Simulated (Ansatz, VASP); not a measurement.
# MgGe3Pd in two plane-wave programs

Aim: how closely do two programs agree when they are given the same cell, functional and k mesh? The cell is invented: As first built, before any earlier steps moved the atoms: it takes the SrGe3Pd structure with some of its atoms replaced by other elements, volume scaled by an estimate. It may not be a known or stable phase. The cell comes out of earlier VASP steps on this material, which relaxed, scaled or displaced it; both programs get it as it stands.

Calculated with Ansatz 0.2.0; plane waves, with VASP 6.6.1 beside it; relaxation of cell and atoms at PBE.

### 1. The starting structure

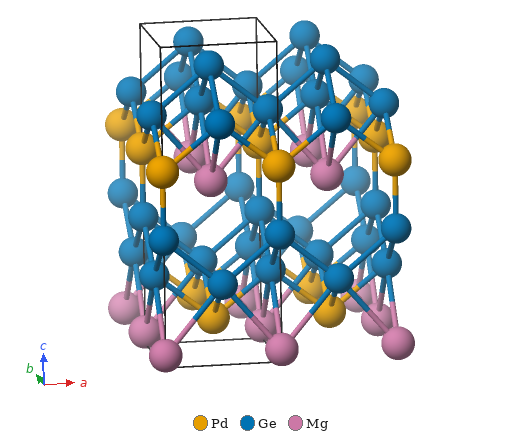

The cell as given, slightly off an axis (palladium orange, germanium blue, magnesium pink). 2×2×1 cells are drawn. This picture shows the conventional cell, with its axes. Some periodic images of atoms are drawn too.

As a file:

```cif
data_structure
_symmetry_space_group_name_H-M 'I4mm'
_symmetry_Int_Tables_number 107
_cell_length_a 4.1187
_cell_length_b 4.1187
_cell_length_c 11.4341
_cell_angle_alpha 90.000
_cell_angle_beta 90.000
_cell_angle_gamma 90.000
_cell_volume 193.97
loop_
_atom_site_label
_atom_site_type_symbol
_atom_site_symmetry_multiplicity
_atom_site_Wyckoff_symbol
_atom_site_fract_x
_atom_site_fract_y
_atom_site_fract_z
_atom_site_occupancy
Pd1 Pd 2 a 0.50000 0.50000 0.11074 1
Ge1 Ge 2 a 0.00000 0.00000 0.39716 1
Ge2 Ge 4 b 0.00000 0.50000 0.25063 1
Mg1 Mg 2 a 0.00000 0.00000 0.03855 1
```

### 2. VASP: relaxation of cell and atoms, PBE

The relaxed volume is the usual yardstick between codes: its relative difference is about their pressure difference at one cell divided by the bulk modulus.

Lines of VASP's logs that name or quote its potential files are left out, and so is its time.

The input, INCAR:

```
SYSTEM = MgGe3Pd
PREC = Accurate
ENCUT = 520
EDIFF = 1E-06
NELM = 100
ISMEAR = -1
SIGMA = 0.05
LREAL = .FALSE.
ALGO = Normal
GGA = PE
NBANDS = 33
LORBIT = 11
LWAVE = .FALSE.
LCHARG = .FALSE.
KPAR = 2
IBRION = 2
NSW = 60
ISIF = 3
EDIFFG = -0.01
```

The input, POSCAR:

```
MgGe3Pd
1.0
   -2.0593662977      2.0593662977      5.7170375175
    2.0593662977     -2.0593662977      5.7170375175
    2.0593662977      2.0593662977     -5.7170375175
Pd Ge Mg
1 3 1
Direct
    0.6107384726      0.6107384726      0.0000000000
    0.3971550370      0.3971550370      0.0000000000
    0.7506277903      0.2506277903      0.5000000000
    0.2506277903      0.7506277903      0.5000000000
    0.0385459197      0.0385459197      0.0000000000
```

The input, KPOINTS:

```
Automatic mesh
0
Gamma
9 9 9
0 0 0
```

PAW data sets: Pd, Ge_d and Mg (PBE family, release 64).

Run with:

```sh
> mpirun -np 2 vasp_std
```

Numbers of over 12 decimals in the logs are rounded to 6 here.

Log:

```text
[banner, memory and clock lines left out]
running    2 mpi-ranks, on    1 nodes
 distrk:  each k-point on    1 cores,    2 groups
 distr:  one band on    1 cores,    1 groups

 POSCAR found type information on POSCAR PdGeMg
 POSCAR found :  3 types and       5 ions
 LDA part: xc-table for (Slater+PW92), standard interpolation
 POSCAR, INCAR and KPOINTS ok, starting setup
 FFT: planning ... GRIDC
 FFT: planning ... GRID_SOFT
 FFT: planning ... GRID
 WAVECAR not read
 entering main loop
       N       E                     dE             d eps       ncg     rms          rms(c)
DAV:   1     0.491811055532E+03    0.49181E+03   -0.26455E+04  5791   0.401E+03
DAV:   2     0.600029006907E+02   -0.43181E+03   -0.42178E+03  4950   0.852E+02
DAV:   3    -0.175130606623E+02   -0.77516E+02   -0.76631E+02  5649   0.206E+02
DAV:   4    -0.215398500285E+02   -0.40268E+01   -0.40113E+01  5765   0.533E+01
DAV:   5    -0.216313616352E+02   -0.91512E-01   -0.91441E-01  5795   0.889E+00    0.688E+00
DAV:   6    -0.212188101237E+02    0.41255E+00   -0.15045E+00  6424   0.930E+00    0.372E+00
DAV:   7    -0.210801602198E+02    0.13865E+00   -0.56691E-01  5546   0.619E+00    0.225E+00
DAV:   8    -0.210233611677E+02    0.56799E-01   -0.15254E-01  6430   0.468E+00    0.345E-01
DAV:   9    -0.210227804144E+02    0.58075E-03   -0.23519E-02  5659   0.142E+00    0.235E-01
DAV:  10    -0.210223206216E+02    0.45979E-03   -0.44075E-03  5518   0.754E-01    0.637E-02
DAV:  11    -0.210222457649E+02    0.74857E-04   -0.51144E-04  5492   0.528E-01    0.178E-02
DAV:  12    -0.210222516778E+02   -0.59129E-05   -0.59466E-05  6679   0.104E-01    0.108E-02
DAV:  13    -0.210222518527E+02   -0.17490E-06   -0.13718E-05  6405   0.362E-02    0.438E-03
DAV:  14    -0.210222516194E+02    0.23326E-06   -0.22359E-06  2898   0.301E-02
   1 F= -.21022252E+02 E0= -.21017407E+02  d E =-.210223E+02
[... from here on, the cycles between the ionic steps are left out ...]
   2 F= -.21023930E+02 E0= -.21019073E+02  d E =-.167815E-02
   3 F= -.21023978E+02 E0= -.21019123E+02  d E =-.172667E-02
   4 F= -.21023985E+02 E0= -.21019130E+02  d E =-.173288E-02
   5 F= -.21023982E+02 E0= -.21019127E+02  d E =-.173084E-02
   6 F= -.21023985E+02 E0= -.21019130E+02  d E =-.173299E-02
   7 F= -.21024275E+02 E0= -.21019435E+02  d E =-.290678E-03
   8 F= -.21024404E+02 E0= -.21019576E+02  d E =-.419568E-03
   9 F= -.21024420E+02 E0= -.21019597E+02  d E =-.435478E-03
 curvature:  -1.18 expect dE=-0.941E-04 dE for cont linesearch -0.121E-07
 trial: gam= 0.21778 g(F)=  0.629E-04 g(S)=  0.167E-04 ort = 0.200E-05 (trialstep = 0.123E+01)
 search vector abs. value=  0.990E-04
 bond charge predicted
       N       E                     dE             d eps       ncg     rms          rms(c)
DAV:   1    -0.210245329900E+02   -0.11278E-03   -0.38037E-02  5634   0.113E+00    0.739E-02
DAV:   2    -0.210245072699E+02    0.25720E-04   -0.12353E-03  6217   0.354E-01    0.424E-02
DAV:   3    -0.210244813124E+02    0.25958E-04   -0.14895E-04  5967   0.201E-01    0.232E-02
DAV:   4    -0.210244697584E+02    0.11554E-04   -0.43258E-05  6495   0.789E-02    0.680E-03
DAV:   5    -0.210244678305E+02    0.19279E-05   -0.30680E-06  3898   0.360E-02    0.337E-03
DAV:   6    -0.210244670720E+02    0.75846E-06   -0.84494E-07  2528   0.348E-02
  10 F= -.21024467E+02 E0= -.21019630E+02  d E =-.469842E-04
 trial-energy change:   -0.000047  1 .order   -0.000045   -0.000099    0.000010
 step:   1.1233(harm=  1.1233)  dis= 0.00206  next Energy=   -21.024465 (dE=-0.450E-04)
 reached required accuracy - stopping structural energy minimisation
```

From OUTCAR (step 2):

```text
ion  position               nearest neighbor table
   1  0.611  0.611  0.000-   2 2.44   3 2.61   4 2.61   3 2.61   4 2.61   5 3.03   5 3.03   5 3.03
                             5 3.03
   2  0.397  0.397  0.000-   1 2.44   3 2.65   4 2.65   4 2.65   3 2.65
   3  0.751  0.251  0.500-   1 2.61   1 2.61   2 2.65   2 2.65   4 2.91   4 2.91   4 2.91   4 2.91
                             5 3.18   5 3.18
   4  0.251  0.751  0.500-   1 2.61   1 2.61   2 2.65   2 2.65   3 2.91   3 2.91   3 2.91   3 2.91
                             5 3.18   5 3.18
   5  0.039  0.039  0.000-   1 3.03   1 3.03   1 3.03   1 3.03   3 3.18   4 3.18   4 3.18   3 3.18

  LATTYP: Found a body centered tetragonal cell.
 ALAT       =     4.1187325954
 C/A-ratio  =     2.7761149262

 Subroutine GETGRP returns: Found  8 space group operations
 (whereof  8 operations were pure point group operations)

The static configuration has the point symmetry C_4v.

 Found     75 irreducible k-points:

   k-points           NKPTS =     75   k-points in BZ     NKDIM =     75   number of bands    NBANDS=     33

   dimension x,y,z NGX =    48 NGY =   48 NGZ =   48
   dimension x,y,z NGXF=    96 NGYF=   96 NGZF=   96

   ENCUT  =  520.0 eV  38.22 Ry    6.18 a.u.  11.93 11.93 11.93*2*pi/ulx,y,z

   NELECT =      54.0000    total number of electrons

 k-points in reciprocal lattice and weights: Automatic mesh
   0.00000000  0.00000000  0.00000000       0.001
   0.11111111  0.00000000 -0.00000000       0.011
   0.22222222  0.00000000  0.00000000       0.011
   0.33333333  0.00000000  0.00000000       0.011
   0.44444444  0.00000000  0.00000000       0.011
   0.11111111  0.11111111  0.00000000       0.011
   0.22222222  0.11111111  0.00000000       0.022
   0.33333333  0.11111111  0.00000000       0.022
   0.44444444  0.11111111 -0.00000000       0.022
[...]
-0.44444444  0.44444444  0.44444444       0.005
  -0.44444444 -0.44444444  0.44444444       0.003

 average (electrostatic) potential at core
       1 -75.1836       2 -73.2501       3 -73.3086       4 -73.3086       5 -36.6336

 E-fermi :   6.2271

 k-point     1 :       0.0000    0.0000    0.0000
  band No.  band energies     occupation
    ...
     22       2.4913      2.00000
     23       2.8648      2.00000
     24       3.2148      2.00000
     25       4.4239      2.00000
     26       4.4239      2.00000
     27       6.3126      0.30633
     28       6.6028      0.00109
     29       6.6028      0.00109
     30       8.6527      0.00000
     31       9.0827      0.00000
    ...

 k-point     2 :       0.1111    0.0000   -0.0000
  band No.  band energies     occupation
    ...
     23       2.8107      2.00000
     24       3.2121      2.00000
     25       4.4477      2.00000
     26       4.4706      2.00000
     27       5.6710      1.99997
     28       6.7285      0.00009
     29       7.0530      0.00000
     30       8.9477      0.00000
     31       9.5850      0.00000
     32      10.5065      0.00000
    ...

 k-point     3 :       0.2222    0.0000    0.0000
  band No.  band energies     occupation
    ...
     23       2.6794      2.00000
     24       3.2864      2.00000
     25       4.3795      2.00000
     26       4.5232      2.00000
     27       4.9585      2.00000
     28       6.9990      0.00000
     29       8.0369      0.00000
     30       8.9743      0.00000
     31       9.5894      0.00000
     32       9.6524      0.00000
    ...

  Total       -0.0223504     -0.0223504     -0.0268563      0.0000000      0.0000000      0.0000000
  in kB       -0.3661893     -0.3661893     -0.4400125      0.0000000      0.0000000      0.0000000
  external PRESSURE =      -0.3907970 kB  Pullay stress =       0.0000000 kB

  energy-cutoff  :      520.00
  volume of cell :       97.79
      direct lattice vectors                 reciprocal lattice vectors
    -2.069788531  2.069788531  5.706623699     0.000000000  0.241570572  0.087617482
     2.069788531 -2.069788531  5.706623699     0.241570572  0.000000000  0.087617482
     2.069788531  2.069788531 -5.706623699     0.241570572  0.241570572  0.000000000

 POSITION                                       TOTAL-FORCE (eV/Angst)
 -----------------------------------------------------------------------------------
      0.00000      0.00000      6.97771        -0.000000     -0.000000      0.000295
      0.00000      0.00000      4.53448         0.000000      0.000000      0.003372
      0.00000      2.06979      2.85700         0.000000     -0.000000      0.002562
      2.06979      0.00000      2.85700        -0.000000      0.000000      0.002562
      0.00000      0.00000      0.43804         0.000000      0.000000     -0.008791
 -----------------------------------------------------------------------------------
    total drift:                               -0.000002     -0.000002      0.003688

  FREE ENERGIE OF THE ION-ELECTRON SYSTEM (eV)
  ---------------------------------------------------
  free  energy   TOTEN  =       -21.0244670720 eV

  energy  without entropy=      -21.0147937020  energy(sigma->0) =      -21.01963039

 reached required accuracy - stopping structural energy minimisation

 total charge
# of ion       s       p       d       tot
------------------------------------------
    1        0.500   0.539   8.561   9.600
    2        1.169   1.103  10.035  12.307
    3        1.209   1.035  10.040  12.284
    4        1.209   1.035  10.040  12.284
    5        0.172   0.089   0.016   0.277
--------------------------------------------------
tot          4.260   3.801  38.691  46.752

[... 3 further parts left out ...]
```

(Continued in part 2 of 2.)

[Lines on the potential files, build, host, timing and source positions are cut from VASP's logs without a mark.]

[Logs are printed without paths, hosts, clocks, repeated set-up lines and the standing remarks that a program may print on its own settings, such as how far it seeks lower states.]

[Hosts, paths, dates, database ids (printed as entryN), source tags and the programs' standing remarks are cut or masked in the printed files.]
